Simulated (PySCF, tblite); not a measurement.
**Propane, 1-chloro- (C3H7Cl): isotopologues and vibrational averages**

Aim: rotational constants, zero-point energies and shieldings of isotopologues of Propane, 1-chloro- (C3H7Cl) (`CCCCl`).

Computed with tblite 0.8.0 (tight binding) and PySCF 2.14.0 (DFT, with response routines of our own); each step states its level. Atoms count from 0 throughout.

### 1 The starting structure

11 atoms, charge 0, multiplicity 1; geometry from: force field or distance geometry start.

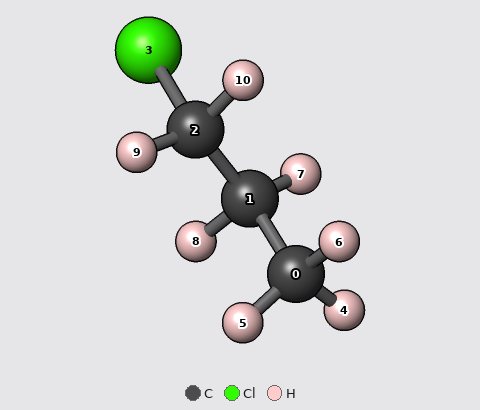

The starting geometry (carbon dark grey, chlorine green, hydrogen pink), atoms numbered.

### 2 GFN2-xTB relaxation, lowest of a short conformer search

What the job is given:

```
{"job": {"xc": "GFN2-xTB", "basis": "xTB", "kind": "relax"}, "charge": 0, "multiplicity": 1}
C      1.335400     0.303600     0.018900
C      0.024300    -0.447800    -0.261900
C     -1.188200     0.202400     0.213800
Cl    -2.575000    -0.869400    -0.224100
H      2.100700    -0.191800    -0.563900
H      1.580500     0.250400     1.096600
H      1.283000     1.371600    -0.365200
H      0.046400    -0.766500    -1.277100
H      0.139700    -1.404800     0.394800
H     -1.293600     0.441500     1.288400
H     -1.431400     1.121400    -0.424200
```

Launch:

```sh
$ OMP_NUM_THREADS=1 python ens_run.py task.json out
```

One launch serves the whole session.

The log of the run:

```text
step      E/eV     max force
  0    -395.30092    4.051
  1    -395.58998    0.689
  2    -395.61958    0.466
  3    -395.65601    0.421
  4    -395.66809    0.344
  5    -395.67685    0.239
  6    -395.68150    0.201
  7    -395.68615    0.169
  8    -395.68949    0.159
  9    -395.69322    0.175
 10    -395.69722    0.216
 11    -395.70132    0.181
 12    -395.70480    0.185
 13    -395.70781    0.164
 14    -395.71093    0.159
 15    -395.71378    0.176
 16    -395.71557    0.131
 17    -395.71663    0.081
 18    -395.71757    0.088
 19    -395.71861    0.100
 20    -395.71950    0.087
 21    -395.72010    0.075
 22    -395.72056    0.059
 23    -395.72106    0.066
 24    -395.72154    0.061
 25    -395.72190    0.066
 26    -395.72220    0.057
 27    -395.72257    0.056
 28    -395.72308    0.074
 29    -395.72366    0.070
 30    -395.72415    0.077
 31    -395.72459    0.087
 32    -395.72523    0.101
 33    -395.72615    0.115
 34    -395.72716    0.111
 35    -395.72789    0.075
 36    -395.72824    0.036
 37    -395.72839    0.032
 38    -395.72849    0.026
 39    -395.72856    0.016
 40    -395.72859    0.012
 41    -395.72862    0.012
 42    -395.72863    0.010
 43    -395.72864    0.007
 44    -395.72865    0.007
 45    -395.72865    0.006
 46    -395.72866    0.006
 47    -395.72866    0.006
 48    -395.72868    0.008
 49    -395.72869    0.008
 50    -395.72871    0.010
 51    -395.72872    0.012
 52    -395.72873    0.012
 53    -395.72875    0.013
 54    -395.72878    0.013
 55    -395.72882    0.015
 56    -395.72886    0.013
 57    -395.72888    0.010
 58    -395.72889    0.008
 59    -395.72889    0.006
 60    -395.72890    0.002
```

Run time: 0.15 s. Hardware: 1 thread of INTEL XEON PLATINUM 8581C at 2.30GHz, shared host.

The energy fell by 0.428 eV, and the atoms moved 0.17 Å (root mean square).

### 3 Tight optimisation and Hessian

What the job is given:

```
{"job": {"xc": "PBE0", "basis": "pcSseg-1", "grid": 2, "temperatures": [400, 500], "kind": "geom"}, "charge": 0, "multiplicity": 1}
C      1.304613     0.310386     0.012263
C      0.064143    -0.528840    -0.274385
C     -1.189565     0.186728     0.199632
Cl    -2.642603    -0.794877    -0.134693
H      2.195720    -0.209397    -0.328953
H      1.402540     0.497914     1.078978
H      1.247024     1.267512    -0.500749
H     -0.012882    -0.720456    -1.346132
H      0.144238    -1.491739     0.233258
H     -1.166381     0.357563     1.276063
H     -1.325150     1.135889    -0.319137
```

The log of the run:

```text
step   0  E = -15739.1360965 eV  max force = 0.49667
step   1  E = -15739.1510528 eV  max force = 0.10943
step   2  E = -15739.1514632 eV  max force = 0.00613
step   3  E = -15739.1514652 eV  max force = 0.00085
step   4  E = -15739.1514652 eV  max force = 0.00085
step   5  E = -15739.1514653 eV  max force = 0.00021
harmonic wavenumbers (cm-1): 122.1 237.1 239.1 370.3 758.9 763.7 875.2 920.0 1064.1 1096.2 1128.7 1245.4 1279.7 1320.2 1374.8 1408.7 1484.3 1486.3 1489.9 1497.6 3046.4 3060.8 3089.2 3100.1 3126.7 3136.5 3153.9
```

It took 5.8 min on 1 thread of INTEL XEON PLATINUM 8581C at 2.30GHz, shared host; peak memory 0.63 GiB.

### 4 Displacements along the modes, parent

What the job is given:

```
{"job": {"xc": "PBE0", "basis": "pcSseg-1", "grid": 2, "temperatures": [400, 500], "kind": "vib", "mass_numbers": [12, 12, 12, 35, 1, 1, 1, 1, 1, 1, 1]}, "charge": 0, "multiplicity": 1}
C      1.307829     0.310408     0.012331
C      0.064665    -0.521059    -0.270970
C     -1.193935     0.177080     0.194681
Cl    -2.666043    -0.800877    -0.133232
H      2.208767    -0.208853    -0.330924
H      1.428262     0.504393     1.085005
H      1.271338     1.279596    -0.499685
H     -0.018298    -0.727643    -1.345095
H      0.137213    -1.495453     0.227643
H     -1.179208     0.359981     1.272992
H     -1.338892     1.133110    -0.316601
```

The log of the run:

```text
mode    cm-1    km/mol   phi_rrr   E(+)/cm-1  E(-)/cm-1
  1    122.05     1.44      -5.0      23.57      23.44
  2    237.15     1.42       5.7      45.57      45.50
  3    239.13     0.70      -2.2      51.68      52.10
  4    370.26     2.90      37.1      68.04      65.35
  5    758.93     4.90      -5.3     138.04     138.44
  6    763.71    35.56     183.9     144.38     131.12
  7    875.24     0.36      -1.1     158.16     158.31
  8    920.01    15.83     104.8     169.73     162.34
  9   1064.11     1.48    -215.0     184.03     199.62
 10   1096.18     1.35       4.0     198.08     197.53
 11   1128.74     0.84    -132.3     198.53     208.10
 12   1245.44     0.12       0.4     224.42     224.22
 13   1279.73    18.29     -11.1     230.43     231.25
 14   1320.18     0.01       1.6     237.93     237.84
 15   1374.76    11.30      10.2     247.96     247.45
 16   1408.69     1.96    -121.6     249.46     258.25
 17   1484.26     2.14    -102.2     263.72     271.03
 18   1486.32     2.12     -57.4     265.52     269.69
 19   1489.94    13.11       2.8     268.34     268.15
 20   1497.60    11.77       1.8     269.70     269.58
 21   3046.44    19.99    1062.2     588.25     511.88
 22   3060.80     9.09    1274.0     599.22     507.63
 23   3089.19    21.62   -1296.1     511.99     605.22
 24   3100.07     0.47      24.9     560.76     558.90
 25   3126.66    22.22      -6.2     564.45     564.88
 26   3136.47    16.62   -1162.0     526.35     609.84
 27   3153.88    15.73      -1.3     570.06     570.14
```

Run time: 6.8 min. Hardware: 1 thread of INTEL XEON PLATINUM 8581C at 2.30GHz, shared host; peak memory 0.6 GiB.

### 5 Displacements along the modes, 13C at atom 1

Changed since step 4:

```diff
@@ -1,2 +1,2 @@
-{"job": {"xc": "PBE0", "basis": "pcSseg-1", "grid": 2, "temperatures": [400, 500], "kind": "vib", "mass_numbers": [12, 12, 12, 35, 1, 1, 1, 1, 1, 1, 1]}, "charge": 0, "multiplicity": 1}
+{"job": {"xc": "PBE0", "basis": "pcSseg-1", "grid": 2, "temperatures": [400, 500], "kind": "vib", "mass_numbers": [12, 13, 12, 35, 1, 1, 1, 1, 1, 1, 1]}, "charge": 0, "multiplicity": 1}
 C      1.307829     0.310408     0.012331
```

The log of the run:

```text
mode    cm-1    km/mol   phi_rrr   E(+)/cm-1  E(-)/cm-1
  1    121.30     1.42      -5.0      23.35      23.24
  2    235.39     1.76       2.9      43.25      43.47
  3    238.19     0.30      -4.5      56.36      56.90
  4    368.02     2.87      36.7      67.62      64.95
  5    757.59     4.87      -5.0     137.82     138.21
  6    762.91    35.25     182.2     144.18     131.03
  7    874.85     0.34      -1.0     158.09     158.24
  8    916.23    15.79     109.4     169.17     161.44
  9   1047.75     1.87    -211.1     181.23     196.53
 10   1093.00     1.35       3.8     197.47     196.93
 11   1116.94     0.91    -125.3     196.66     205.74
 12   1237.81     0.14       0.0     223.04     222.88
 13   1276.02    16.90      -8.5     229.81     230.45
 14   1319.58     0.01       2.0     237.84     237.72
 15   1363.18    11.81     -15.6     245.19     246.09
 16   1407.20     2.91    -125.3     249.07     258.15
 17   1483.67     1.69     -68.4     264.77     269.62
 18   1484.42     1.47     -55.5     265.29     269.28
 19   1489.61    13.08       3.9     268.32     268.06
 20   1494.45    12.71     -29.4     267.99     270.13
 21   3046.37    18.78    1048.0     587.69     512.34
 22   3054.53    11.15   -1257.7     507.06     597.48
 23   3089.09    21.03   -1310.6     511.48     605.76
 24   3090.74     2.05      30.3     559.64     557.40
 25   3125.26    22.42      -4.8     564.66     564.98
 26   3136.42    16.43   -1164.3     526.26     609.92
 27   3153.07    13.93      -1.7     570.07     570.19
```

Wall time 7.2 min (1 thread of INTEL XEON PLATINUM 8581C at 2.30GHz, shared host); peak memory 0.63 GiB.

### 6 Vibrational averages by isotopologue

What the job is given:

```
{"job": {"xc": "PBE0", "basis": "pcSseg-1", "grid": 2, "temperatures": [400, 500], "kind": "iso"}, "charge": 0, "multiplicity": 1}
C      1.307829     0.310408     0.012331
C      0.064665    -0.521059    -0.270970
C     -1.193935     0.177080     0.194681
Cl    -2.666043    -0.800877    -0.133232
H      2.208767    -0.208853    -0.330924
H      1.428262     0.504393     1.085005
H      1.271338     1.279596    -0.499685
H     -0.018298    -0.727643    -1.345095
H      0.137213    -1.495453     0.227643
H     -1.179208     0.359981     1.272992
H     -1.338892     1.133110    -0.316601
```

The log of the run:

```text
parent
  Be/MHz 26123.148 2369.017 2263.969
  B0/MHz 25789.517 2352.262 2247.483
  ZPE/cm-1 20938.0
  <sigma>(0 K)/ppm 167.286 150.085 129.295 824.853 29.490 29.944 29.938 29.091 29.085 27.562 27.569
13C at atom 1
  Be/MHz 25794.589 2355.24 2248.914
  B0/MHz 25465.841 2338.728 2232.66
  ZPE/cm-1 20891.8
  <sigma>(0 K)/ppm 167.285 150.094 129.303 824.894 29.490 29.943 29.938 29.092 29.087 27.562 27.569
```

Wall time 20 min (1 thread of INTEL XEON PLATINUM 8581C at 2.30GHz, shared host); peak memory 0.63 GiB. This counts the whole study up to here.

Rotational constants (MHz) at equilibrium and in the ground state:

```
 isotopologue                       Be                       B0  zero-point change (cm⁻¹)
       parent  26123.1, 2369.0, 2264.0  25789.5, 2352.3, 2247.5                       0.0
13C at atom 1  25794.6, 2355.2, 2248.9  25465.8, 2338.7, 2232.7                     -46.2
```

Shieldings of the first species (ppm): at equilibrium, the vibrational parts at 0 K, and the averages:

```
atom  equilibrium  anharmonic  harmonic     0 K   400 K   500 K
  C0       171.84        0.12     -4.67  167.29  167.10  167.04
  C1       155.29       -1.47     -3.74  150.08  150.30  150.32
  C2       133.57       -1.75     -2.53  129.29  129.00  128.82
 Cl3       847.23       -4.59    -17.79  824.85  818.22  815.35
  H4        30.19        0.05     -0.74   29.49   29.49   29.48
  H5        30.64        0.03     -0.73   29.94   29.92   29.91
  H6        30.64        0.02     -0.72   29.94   29.91   29.89
  H7        29.85       -0.20     -0.56   29.09   29.05   29.02
  H8        29.85       -0.21     -0.56   29.09   29.03   29.01
  H9        28.23       -0.20     -0.47   27.56   27.53   27.51
 H10        28.22       -0.19     -0.47   27.57   27.55   27.53
```

Isotope effects on the shieldings at 0 K (ppb; positive means more shielded):

| atom | 13C at atom 1 |
| --- | --- |
| C0 | -1 |
| C1 | 9 |
| C2 | 8 |
| Cl3 | 41 |
| H4 | 0 |
| H5 | 0 |
| H6 | 0 |
| H7 | 2 |
| H8 | 2 |
| H9 | 0 |
| H10 | 0 |

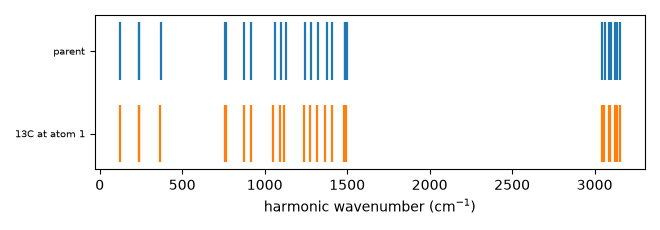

Harmonic wavenumbers of each isotopologue.

### 7 Results

| quantity | value |
| --- | --- |
| point group | Cs |
| B0 of the first species | 25789.5, 2352.3, 2247.5 MHz |
| zero-point energy | 20938 cm⁻¹ |
| zero-point change of σ(Cl3) | -22.38 ppm |

In words: Zero-point motion changes the shielding of Cl3 most, by -22.38 ppm. The largest secondary isotope effect is 41 ppb on Cl3, 2 bonds from the change (13C at atom 1). The job flags a low mode; perturbation theory is less sure for low modes. Internal rotors are held in one well.
